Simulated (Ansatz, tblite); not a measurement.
# Si(vinyl)2F2 (C4H6F2Si): removing an electron

What does removing an electron cost or gain for Si(vinyl)2F2 (C4H6F2Si)? Each charged state is run at several levels.

Computed with Ansatz 0.2.0, Gaussian basis. Level: as each input shows.

Plan: charge +1 doublet, at the geometry of the singlet (PBE0-D4/def2-TZVP, PBE-D4/def2-TZVP, r2SCANh-D4/def2-TZVP, CCSD(T)/def2-SVP); the starting singlet's energies come from earlier runs.

2 further runs of the same task are left out: 2 set aside as unsound or not needed.

**1. The relaxed structure**

The geometry is that of the singlet, from an earlier relaxation (r2SCAN-D4/def2-SVP).

13 atoms, charge 0, spin multiplicity 1.

Atoms are counted from 1 here; the program's logs count them from 0.

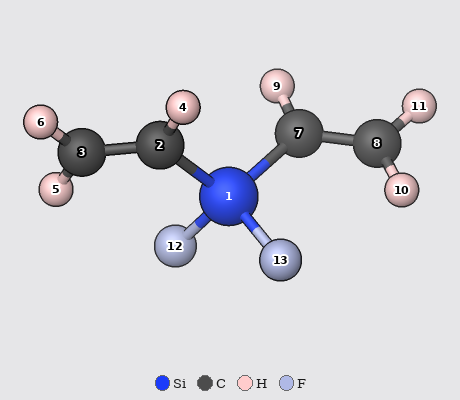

The geometry (silicon blue, carbon dark grey, hydrogen pink, fluorine light blue); atoms are numbered from 1 in the order of the file.

**2. Charge +1 doublet at the fixed geometry, PBE0-D4/def2-TZVP**

File in.yaml:

```yaml
crystal:
  periodic: [false, false, false]
  atoms:
    - {symbol: Si, position_ang: [-0.461756, -0.208125, -0.371811]}
    - {symbol: C, position_ang: [-0.673808, -0.016623, 1.452743]}
    - {symbol: C, position_ang: [-1.649511, 0.744466, 1.974671]}
    - {symbol: H, position_ang: [0.017634, -0.529798, 2.136638]}
    - {symbol: H, position_ang: [-2.363000, 1.275323, 1.333161]}
    - {symbol: H, position_ang: [-1.780161, 0.866712, 3.056734]}
    - {symbol: C, position_ang: [1.191691, 0.260504, -1.046362]}
    - {symbol: C, position_ang: [1.949887, -0.613344, -1.728404]}
    - {symbol: H, position_ang: [1.577847, 1.276605, -0.880906]}
    - {symbol: H, position_ang: [1.607372, -1.637433, -1.918842]}
    - {symbol: H, position_ang: [2.936191, -0.345461, -2.126372]}
    - {symbol: F, position_ang: [-1.631674, 0.676357, -1.068235]}
    - {symbol: F, position_ang: [-0.720722, -1.749172, -0.813027]}
basis:
  gaussian: {orbitals: def2-TZVP}
total_charge: 1
magnetization: {spin_polarized: true, initial_magnetization: 1}
hamiltonian: {xc: pbe0, dispersion: d4}
scf: {omitted_lower_state_checks: [starts]}
output: {orbitals: {seedname: orbitals}}
```

Launch:

```sh
$ ansatz run in.yaml --threads 4 --pin off --events-out ev --progress --plain --max-ram 4787MiB
```

The log of the run:

```text
Functional definition: PBE0
  name "PBE0"
  cite "Adamo & Barone, J. Chem. Phys. 110, 6158 (1999) doi:10.1063/1.478522"
  cite "Perdew, Burke & Ernzerhof, Phys. Rev. Lett. 77, 3865 (1996) doi:10.1103/PhysRevLett.77.3865"
  parent pbe
  parameter a = 0.25
  parameter kappa = 0.804
  parameter beta = 0.06672455060314922
  exchange = (1 - a)*pbe_x(kappa = kappa, mu = beta*pi^2/3) + a*exact_x
  correlation = pbe_c(beta = beta)
these checks for a lower state are left out or cut short: starts
1564 factors; their error is unknown
mean field evaluation 1: about -17527.0546 eV, gradient 6.1e1 eV
mean field evaluation 2: about -17520.8706 eV, gradient 7.9e1 eV
mean field evaluation 4: about -17540.2486 eV, gradient 2.4e0 eV
mean field evaluation 8: about -17540.2919 eV, gradient 1.9e-1 eV
mean field evaluation 16: about -17540.3315 eV, gradient 5.1e-3 eV
mean field evaluation 32: about -17540.3315 eV, gradient 1.2e-5 eV
mean field -17540.33151783 eV, -644.5952940165 hartree, gradient 1.2e-5 eV, S^2 0.759146; 0 other end points of the search recorded, 0 dependent functions left out
reference -17540.33155079 eV, -644.5952952277 hartree; 31, 30 occupied and 228, 229 virtual orbitals, 1564 factors
Total energy: -17540.56716148 eV, -644.6039537609 hartree
Checks for a lower state left out: starts
```

Wall time 26 s (4 threads of Intel Xeon at 2.50GHz, shared host); peak memory 0.99 GiB.

Report: HOMO -13.33 eV, LUMO -11.98 eV (over both spins); ⟨S²⟩ 0.759 (pure: 0.75).

**3. Charge +1 doublet at the fixed geometry, PBE-D4/def2-TZVP**

start.molden holds the orbitals of an earlier run on this state, given as this run's starting guess.

in.yaml: that of step 2 with these lines changed.

```diff
@@ -17,6 +17,6 @@
 basis:
-  gaussian: {orbitals: def2-TZVP}
+  gaussian: {orbitals: def2-TZVP, initial_orbitals: start.molden}
 total_charge: 1
 magnetization: {spin_polarized: true, initial_magnetization: 1}
-hamiltonian: {xc: pbe0, dispersion: d4}
+hamiltonian: {xc: pbe, dispersion: d4}
 scf: {omitted_lower_state_checks: [starts]}
```

Same command.

The log of the run:

```text
Functional definition: PBE
  name "PBE"
  cite "Perdew, Burke & Ernzerhof, Phys. Rev. Lett. 77, 3865 (1996) doi:10.1103/PhysRevLett.77.3865"
  parent pbe
  parameter kappa = 0.804
  parameter beta = 0.06672455060314922
  exchange = pbe_x(kappa = kappa, mu = beta*pi^2/3)
  correlation = pbe_c(beta = beta)
these checks for a lower state are left out or cut short: starts
1548 factors; their error is unknown
mean field evaluation 1: about -17539.2342 eV, gradient 8.7e0 eV
mean field evaluation 2: about -17539.4046 eV, gradient 2.3e-1 eV
mean field evaluation 4: about -17539.3544 eV, gradient 7.0e-3 eV
mean field evaluation 8: about -17539.3544 eV, gradient 8.7e-5 eV
mean field -17539.35443616 eV, -644.5593869273 hartree, gradient 4.0e-6 eV, S^2 0.752725; 0 other end points of the search recorded, 0 dependent functions left out
reference -17539.35448045 eV, -644.5593885550 hartree; 31, 30 occupied and 228, 229 virtual orbitals, 1548 factors
Total energy: -17539.63244964 eV, -644.5696037342 hartree
Checks for a lower state left out: starts
```

It took 12 s on 4 threads of Intel Xeon at 2.50GHz, shared host.

HOMO -12.85 eV, LUMO -12.58 eV (over both spins); ⟨S²⟩ 0.753 (pure: 0.75).

**4. Charge +1 doublet at the fixed geometry, r2SCANh-D4/def2-TZVP**

in.yaml: that of step 3 with these lines changed.

```diff
@@ -20,3 +20,3 @@
 magnetization: {spin_polarized: true, initial_magnetization: 1}
-hamiltonian: {xc: pbe, dispersion: d4}
+hamiltonian: {xc: {name: r2SCANh}, dispersion: d4}
 scf: {omitted_lower_state_checks: [starts]}
```

The command is unchanged.

The log of the run, shortened:

```text
Functional definition: r2SCANh
  name "r2SCANh"
  cite "Bursch, Neugebauer, Ehlert & Grimme, J. Chem. Phys. 156, 134105 (2022) doi:10.1063/5.0086040"
  cite "Furness, Kaplan, Ning, Perdew & Sun, J. Phys. Chem. Lett. 11, 8208 (2020) doi:10.1021/acs.jpclett.0c02405"
  cite "Furness, Kaplan, Ning, Perdew & Sun, J. Phys. Chem. Lett. 11, 9248 (2020) doi:10.1021/acs.jpclett.0c03077"
  parent r2scan
[...]
1548 factors; their error is unknown
[...]
mean field -17548.24700000 eV, -644.8861826210 hartree, gradient 1.7e-5 eV, S^2 0.760412; 0 other end points of the search recorded, 0 dependent functions left out
reference -17548.24701342 eV, -644.8861831143 hartree; 31, 30 occupied and 228, 229 virtual orbitals, 1548 factors
Total energy: -17548.32179447 eV, -644.8889312671 hartree
Checks for a lower state left out: starts
```

Run time: 32 s. Hardware: 4 threads of Intel Xeon at 2.50GHz, shared host; peak memory 1.1 GiB.

Report: HOMO -13.00 eV, LUMO -12.22 eV (over both spins); ⟨S²⟩ 0.760 (pure: 0.75).

**5. Charge +1 doublet at the fixed geometry, CCSD(T)/def2-SVP**

in.yaml: that of step 4 with these lines changed.

```diff
@@ -17,7 +17,7 @@
 basis:
-  gaussian: {orbitals: def2-TZVP, initial_orbitals: start.molden}
+  gaussian: {orbitals: def2-SVP, initial_orbitals: start.molden}
 total_charge: 1
 magnetization: {spin_polarized: true, initial_magnetization: 1}
-hamiltonian: {xc: {name: r2SCANh}, dispersion: d4}
-scf: {omitted_lower_state_checks: [starts]}
+correlation: {method: ccsd_t}
+scf: {omitted_lower_state_checks: [starts, cluster_reference]}
 output: {orbitals: {seedname: orbitals}}
```

Launched as before.

The log of the run, shortened:

```text
Functional definition: HF
  name "HF"
  cite "Fock, Z. Phys. 61, 126 (1930) doi:10.1007/BF01340294"
  parent pbe
[...]
1316 factors; integrals over basis functions are off by at most 1.2e-3 eV
[...]
mean field -17474.28492384 eV, -642.1681264553 hartree, gradient 3.8e-6 eV, S^2 0.758333; 0 other end points of the search recorded, 0 dependent functions left out
11 core orbitals not correlated: weight in the atoms' cores, before any rotation towards them, 1.000 or more for the frozen orbitals, at most 0.000 for the correlated occupied ones
reference -17474.28492384 eV, -642.1681264553 hartree; 20, 19 occupied and 101, 102 virtual orbitals, 1316 factors
second order -25.36724581 eV of doubles, -0.00000000 eV of singles
cycle   1  -26.17559471 eV  change   -8.1e-1 eV  update   1.2e-1
[...]
cycle  25  -27.04066991 eV  change   -2.1e-5 eV  update   1.6e-5
perturbative correction -0.74862779 eV, -0.0275115638 hartree
Total energy: -17502.07422154 eV, -643.1893643094 hartree
Checks for a lower state left out: starts, cluster_reference
```

Run time: 3.2 min. Hardware: 4 threads of Intel Xeon at 2.50GHz, shared host; peak memory 2.3 GiB.

Hartree-Fock HOMO -14.74 eV, LUMO -7.95 eV (over both spins); ⟨S²⟩ 0.758 (pure: 0.75); T1 0.039.

**6. Vertical ionisation energy**

Charged state less starting state, singlet to doublet; the starting state's energies are those of its earlier runs.

```tsv
method	vertical ionisation energy (eV)	from CCSD(T)/def2-SVP (eV)	time
HF/def2-SVP	9.32	-1.28	
PBE-D4/def2-TZVP	9.90	-0.70	20 s
r2SCANh-D4/def2-TZVP	10.03	-0.57	44 s
PBE0-D4/def2-TZVP	10.16	-0.44	37 s
MP2/def2-SVP	10.74	+0.14	
CCSD/def2-SVP	10.54	-0.06	
CCSD(T)/def2-SVP	10.60	0	3.7 min
```

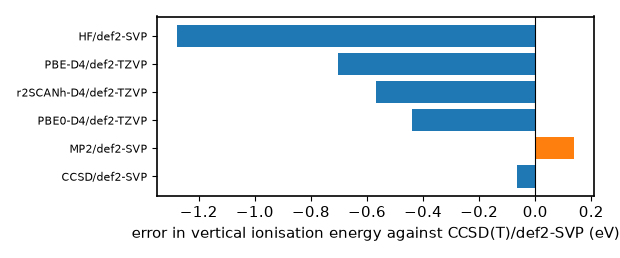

How far each level lands from CCSD(T)/def2-SVP.

Times add the two runs; a level without a time comes out of a correlated run. The closed-shell reference under CCSD(T)/def2-SVP is unstable towards broken spin symmetry, which adds to the doubt on it.

Beside −ε(HOMO) of the starting state:

```tsv
level	−ε(HOMO) (eV)	by difference (eV)	mismatch (eV)
PBE-D4/def2-TZVP	7.15	9.90	-2.74
r2SCANh-D4/def2-TZVP	7.80	10.03	-2.23
PBE0-D4/def2-TZVP	8.28	10.16	-1.87
```

**7. Summary of results**

```
                                            quantity                                value
vertical ionisation energy, functionals in def2-TZVP  9.90 (PBE-D4) to 10.16 eV (PBE0-D4)
        vertical ionisation energy, CCSD(T)/def2-SVP                             10.60 eV
```

In words: The vertical ionisation energy spans 9.90 to 10.16 eV over the functionals, beside 10.60 eV from CCSD(T)/def2-SVP. −ε(HOMO) misses the level's own difference by -1.87 eV at best (PBE0-D4) and -2.74 eV at worst (PBE-D4). The yardstick is in a double-zeta basis, so levels in larger sets aren't compared like for like. The reference is CCSD(T) in one finite basis, so it carries an error of its own, often a tenth of an eV or more, and near misses can't be ranked.
